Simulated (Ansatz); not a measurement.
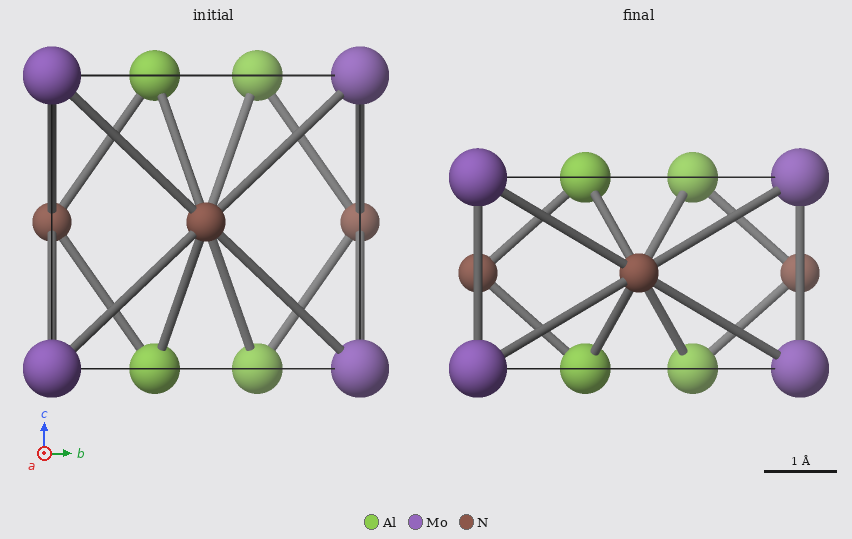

The structure of crystalline Al2MoN3 (a generated structure, set up in P6/mmm) (coarse preliminary run) before (left) and after (right) a relaxation, at one scale.

A ball-and-stick model of the cell of the calculation, seen along the a axis.

Computed with DFT PBE, scalar-relativistic, plane waves, PAW (Ansatz).

Input
```yaml
crystal:
  lattice:
    - [4.9659085, 0.0, 0.0]
    - [-2.48295425, 4.30060291, 0.0]
    - [0.0, 0.0, 4.0918541]
  atoms:
    - { symbol: Al, position: [0.33333333, 0.66666667, 0.0] }
    - { symbol: Al, position: [0.66666667, 0.33333333, 0.0] }
    - { symbol: Mo, position: [0.0, 0.0, 0.0], spin: 1.0 }
    - { symbol: "N", position: [0.5, 0.0, 0.5] }
    - { symbol: "N", position: [0.0, 0.5, 0.5] }
    - { symbol: "N", position: [0.5, 0.5, 0.5] }
basis:
  ecutwfc: 420
kpoints:
  mp_grid: { grid: [6, 6, 4] }
hamiltonian:
  xc: pbe
scf:
  occupations: { method: gaussian, width: 0.1 }
  lower_state_search: "off"
output:
  forces: true
  stress: true
  eigenvalues: true
  populations: true
magnetization:
  spin_polarized: true
relax:
  adjacent_minimum: "off"
  f_tol: 0.04
  max_steps: 70
  cell: { stress_tol: 0.4 }
```

Launched with:
```bash
ansatz run input.yaml --threads 1 --pin off --max-ram 2560MiB --backend cpu --events-out ev --progress --plain --runs-dir out
```

**Describe what moved and what it gained.**

No atom moves by more than 0.005 Å relative to the cell. The drawn cell changes as follows: a = b 4.966 → 5.192 Å (+4.6 %), c 4.092 → 2.670 Å (−34.7 %); the volume changes by −28.7 %. Near-neighbour distances that change, for instance: Mo3–Mo3 4.092 → 2.670 Å, Al1–N4 2.498 → 2.007 Å, Mo3–N4 3.217 → 2.919 Å. The space group stays P6/mmm (No. 191). After 9 accepted moves (10 points after the start) the energy has fallen by 1445 meV per atom. All forces vanish by symmetry, so only the cell relaxes. Pressure: −24.13 GPa at the start and −0.12 GPa at the end. The SCF was repeated once at an unchanged geometry on a basis and grid sized afresh for the cell, which shifted the energy by 0.2 meV per atom at most. The run may lie on a higher electronic state than the lowest, so the end point isn't shown to be the ground-state structure. Cost: 88 s on 1 thread of Intel(R) Xeon(R) Processor @ 2.70GHz, with other jobs on the host, peak memory 0.44 GiB.

Limits of the set-up: the k-point mesh is coarse for a cell with partly filled bands.
